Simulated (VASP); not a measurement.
Band structure of Mo (bcc). Computed with RPBE GGA, VASP's PBE PAW potentials (set 64) (plane waves; VASP).

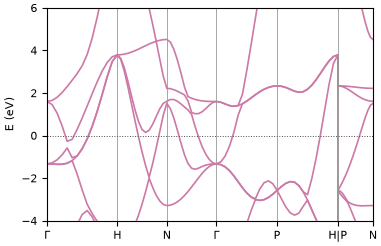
Bands along high-symmetry lines, zero at the valence-band maximum or, without a gap, the Fermi level

**Question.** Read the plot: is there a gap, and where are the band edges?

**Answer.** It has no gap at this level: it comes out as a metal or semimetal. (Edges off the drawn lines would not show.)

The compound is Mo in the bcc structure. It was relaxed first.
